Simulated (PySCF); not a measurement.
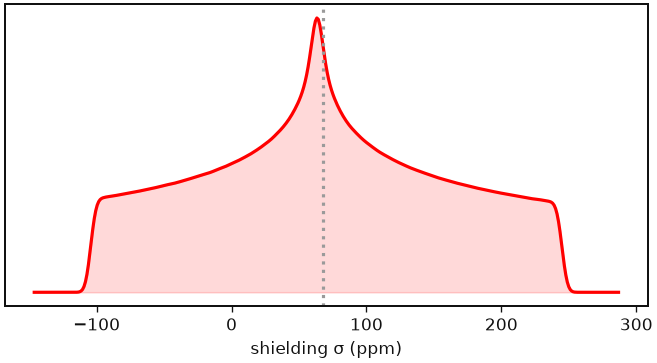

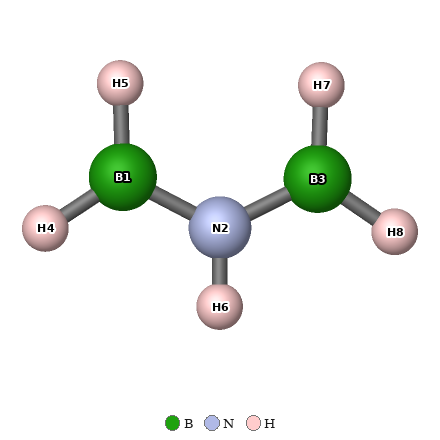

Static powder pattern (¹⁵N) from GIAO shielding tensors of B₂NH₅, SMILES BNB, PBE0/pcSseg-1 with PySCF, at a PBE0-D3(BJ)/def2-SVP geometry (no frequency check); absolute shielding, one fixed geometry of the isolated molecule without any motion, no dipolar terms. The dotted line is the isotropic value; skew is 3(σiso − σ22)/span.

**The pattern belongs to N2. Give the principal values, span and skew.**

N2: σ11, σ22, σ33 = −104, 63, 245 ppm, isotropic 68, span 349 ppm, skew 0.04.
